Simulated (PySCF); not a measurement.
## What a change does: NMR shielding calculation on C$_{3}$H$_{6}$ClFSi

System: C$_{3}$H$_{6}$ClFSi.
Method of run A: GIAO PBE0/STO-3G NMR shielding, non-relativistic, gas phase (PySCF 2.14.0).

The geometry comes from this level: PBE0-D3(BJ)/def2-SVP. Text and figures count atoms from 1; the logs count them from 0 in places.

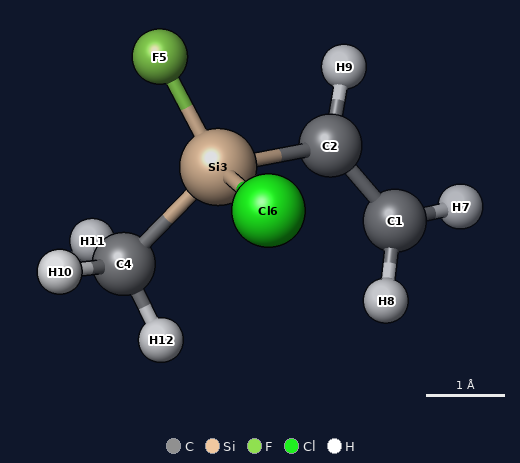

Figure 1. The structure (ball-and-stick view, seen at a tilt; atoms are numbered from 1 in the order of the input). Bond lengths as drawn: Cl–Si 2.07 Å, C–C 1.34 Å, C–H 1.10 Å, C–Si 1.85 Å and F–Si 1.62 Å.

### The input, run A
```
{"job": {"kind": "nmr", "xc": "PBE0", "basis": "STO-3G", "pop": true}, "charge": 0, "multiplicity": 1}
C     -1.910254    -0.655829    -0.358845
C     -1.199408    -0.176223     0.667646
Si     0.409146     0.724008     0.465353
C      1.728109    -0.216103    -0.431036
F      0.943456     1.088282     1.955820
Cl     0.096329     2.513140    -0.520056
H     -2.855105    -1.191547    -0.216819
H     -1.589483    -0.526752    -1.399288
H     -1.577695    -0.324202     1.687540
H      2.647268     0.384403    -0.503577
H      1.957361    -1.153125     0.098995
H      1.398411    -0.466242    -1.450960
```

The first line tells a small driver script what to run in PySCF; the rest is the geometry in Å.

Launched with:
```bash
OMP_NUM_THREADS=1 python <driver script> task.json out
```

Hardware: 1 CPU thread, shared host.

### Output (run A)
```
coarse grid: 11312 points
cycle   1  E = -955.7892448002  dE =  9.962e-02  |g| = 4.905e-01  |ddm| = 4.204e+00
cycle   2  E = -955.7770942458  dE =  1.215e-02  |g| = 6.065e-01  |ddm| = 1.817e+00
cycle   3  E = -955.8967341433  dE = -1.196e-01  |g| = 7.513e-02  |ddm| = 9.965e-01
cycle   4  E = -955.8989128575  dE = -2.179e-03  |g| = 2.269e-02  |ddm| = 1.698e-01
cycle   5  E = -955.8990389591  dE = -1.261e-04  |g| = 1.275e-02  |ddm| = 4.056e-02
cycle   6  E = -955.8990889262  dE = -4.997e-05  |g| = 2.143e-03  |ddm| = 1.780e-02
cycle   7  E = -955.8990904032  dE = -1.477e-06  |g| = 4.095e-04  |ddm| = 3.627e-03
final grid: 101136 points
cycle   8  E = -955.8454103723  dE = -5.306e-06  |g| = 3.338e-03  |ddm| = 1.216e-02
cycle   9  E = -955.8454114500  dE = -1.078e-06  |g| = 2.849e-03  |ddm| = 8.786e-03
cycle  10  E = -955.8454139773  dE = -2.527e-06  |g| = 3.706e-04  |ddm| = 4.145e-03
cycle  11  E = -955.8454140182  dE = -4.088e-08  |g| = 1.011e-04  |ddm| = 5.356e-04
cycle  12  E = -955.8454140213  dE = -3.076e-09  |g| = 1.673e-05  |ddm| = 1.431e-04
cycle  13  E = -955.8454140213  dE = -8.617e-11  |g| = 4.061e-06  |ddm| = 2.846e-05
converged SCF energy = -955.8454140213

GIAO shielding tensors (ppm)
atom      isotropic    diamagn.    paramagn.     s11        s22        s33       span
  0 C      116.650     253.021    -136.371     17.304    120.584    212.063    194.760
  1 C      124.443     254.452    -130.009     30.994    117.785    224.550    193.556
  2 Si     503.292     868.102    -364.811    450.955    493.277    565.643    114.687
  3 C      235.076     247.297     -12.220    230.195    235.102    239.932      9.737
  4 F      484.711     454.662      30.049    329.606    513.360    611.168    281.563
  5 Cl    1161.100    1130.606      30.493   1083.261   1182.909   1217.129    133.868
  6 H       26.528      29.381      -2.853     23.595     25.532     30.456      6.860
  7 H       26.850      32.590      -5.740     22.973     25.408     32.168      9.195
  8 H       26.619      30.522      -3.903     24.565     26.443     28.849      4.284
  9 H       31.868      29.450       2.418     26.115     29.165     40.324     14.208
 10 H       32.249      30.624       1.625     26.534     28.748     41.464     14.930
 11 H       31.885      31.298       0.588     26.324     29.348     39.985     13.662
```

The input of run B differs as follows (lines with − go, lines with + come):
```diff
-"basis": "STO-3G"
+"basis": "6-31G"
```

How does run B compare with run A?

The total energy of run B is 6941.3 kcal/mol lower, which measures the change of basis and not a stability. The HOMO goes from −5.93 to −8.42 eV. The LUMO goes from 2.54 to −0.87 eV. The dipole moment goes from 2.94 to 3.79 D. Of all shieldings, the largest change is that of Cl6, by −261.1 ppm. The SCF takes 12 iterations against 13. The basis functions go from 44 to 74.

### Output (run B)
```
coarse grid: 11312 points
cycle   1  E = -966.8562479170  dE =  5.780e-01  |g| = 6.513e-01  |ddm| = 3.119e+00
cycle   2  E = -966.8095766427  dE =  4.667e-02  |g| = 8.856e-01  |ddm| = 1.655e+00
cycle   3  E = -966.9521936593  dE = -1.426e-01  |g| = 1.148e-01  |ddm| = 9.312e-01
cycle   4  E = -966.9553008914  dE = -3.107e-03  |g| = 1.432e-02  |ddm| = 1.411e-01
cycle   5  E = -966.9553412800  dE = -4.039e-05  |g| = 4.895e-03  |ddm| = 1.606e-02
cycle   6  E = -966.9553479903  dE = -6.710e-06  |g| = 1.314e-03  |ddm| = 6.547e-03
final grid: 101136 points
cycle   7  E = -966.9071192411  dE = -8.165e-06  |g| = 6.653e-03  |ddm| = 1.488e-02
cycle   8  E = -966.9071133617  dE =  5.879e-06  |g| = 8.313e-03  |ddm| = 1.413e-02
cycle   9  E = -966.9071309653  dE = -1.760e-05  |g| = 1.374e-03  |ddm| = 8.182e-03
cycle  10  E = -966.9071314289  dE = -4.636e-07  |g| = 1.379e-04  |ddm| = 1.225e-03
cycle  11  E = -966.9071314336  dE = -4.705e-09  |g| = 6.132e-05  |ddm| = 2.146e-04
cycle  12  E = -966.9071314343  dE = -7.433e-10  |g| = 1.656e-05  |ddm| = 6.330e-05
converged SCF energy = -966.9071314343

GIAO shielding tensors (ppm)
atom      isotropic    diamagn.    paramagn.     s11        s22        s33       span
  0 C       62.291     256.071    -193.780    -55.796     58.669    184.001    239.797
  1 C       69.054     261.367    -192.313    -34.652     65.705    176.109    210.761
  2 Si     381.820     878.524    -496.704    346.625    378.259    420.577     73.952
  3 C      195.729     256.491     -60.761    187.935    191.050    208.204     20.270
  4 F      361.214     471.023    -109.809    326.047    351.209    406.386     80.339
  5 Cl     900.001    1148.645    -248.644    757.203    934.730   1008.070    250.867
  6 H       25.781      28.727      -2.946     22.987     25.579     28.776      5.790
  7 H       26.164      31.608      -5.445     21.784     25.456     31.251      9.467
  8 H       26.051      29.968      -3.917     24.965     25.238     27.951      2.986
  9 H       31.875      29.795       2.080     26.999     29.504     39.122     12.124
 10 H       32.120      30.598       1.523     27.235     29.128     39.997     12.763
 11 H       32.163      31.248       0.915     27.566     30.148     38.774     11.208
```

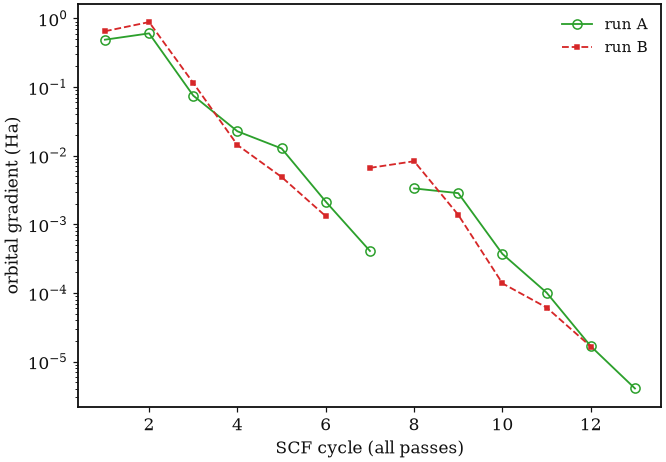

Figure 2. Convergence of the two runs: orbital gradient against the SCF cycle. A break in a curve parts two SCF passes (coarse and final grid). Run A takes 13 cycles in all, and run B takes 12.

### The two runs side by side

```tsv
quantity	run A	run B
outcome	converged	converged
total energy (hartree)	−955.845414	−966.907131
HOMO (eV)	−5.93	−8.42
LUMO (eV)	2.54	−0.87
dipole moment (D)	2.94	3.79
shielding of C1 (ppm)	116.7	62.3
shielding of C2 (ppm)	124.4	69.1
shielding of Si3 (ppm)	503.3	381.8
shielding of C4 (ppm)	235.1	195.7
shielding of F5 (ppm)	484.7	361.2
shielding of Cl6 (ppm)	1161.1	900.0
shielding of H7 (ppm)	26.5	25.8
SCF iterations	13	12
basis functions	44	74
wall time (shared host)	4.2 s	7.7 s
```
